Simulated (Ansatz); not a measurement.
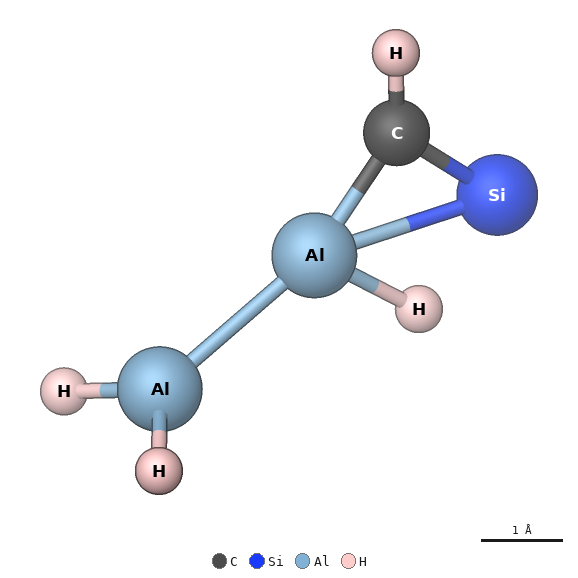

Atoms fade into the background with distance from the viewer. The geometry was computed by an optimisation with PBE0-D4/def2-TZVP. No frequency run is at hand to confirm it as a minimum. Masses are those of the most abundant isotopes; constants are for the rigid equilibrium geometry.

> What kind of rotor is it, and what are its rotational constants in MHz?

An asymmetric top (Cs): A = 15314, B = 1267, C = 1191 MHz. Ray's parameter κ is −0.99, close to the prolate limit.
